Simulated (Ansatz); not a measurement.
# Pressure series in SiO2

Base system: SiO2 in the rutile structure (space group P4_2/mnm, No. 136).

```cif
data_O4Si2
_chemical_formula_sum 'Si2 O4'
_space_group_name_H-M_alt 'P42/mnm'
_space_group_IT_number 136
_space_group_name_Hall '-P 4n 2n'
_cell_length_a 4.18519
_cell_length_b 4.18519
_cell_length_c 2.66884
_cell_angle_alpha 90.000
_cell_angle_beta 90.000
_cell_angle_gamma 90.000
loop_
_atom_site_label
_atom_site_type_symbol
_atom_site_symmetry_multiplicity
_atom_site_Wyckoff_symbol
_atom_site_fract_x
_atom_site_fract_y
_atom_site_fract_z
_atom_site_occupancy
Si1 Si 2 a 0.00000 0.00000 0.00000 1
O1 O 4 f 0.30610 0.30610 0.00000 1
```

Cell and atoms are relaxed at each pressure.

All numbers come from plane-wave PAW DFT at the r2SCAN level (Ansatz, a quantum-chemistry and plane-wave program, 500 eV), no spin-orbit coupling.

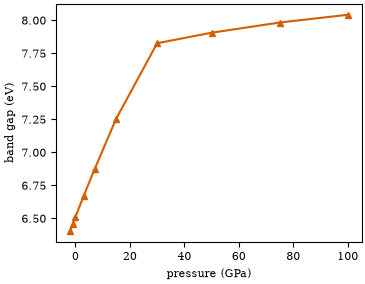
Figure. Band gap against pressure

Problem. From the plot, what is the band gap for pressure 75 GPa?

Solution. About 8.0 eV.

Problem. Is the trend monotonic over the range shown?

Solution. Yes, it rises throughout, spanning 6.41 eV to 8.04 eV.

Load acts through the strain it causes; cell and atoms are relaxed under it. Stability against distortions was not tested. No other phases were tried under pressure.
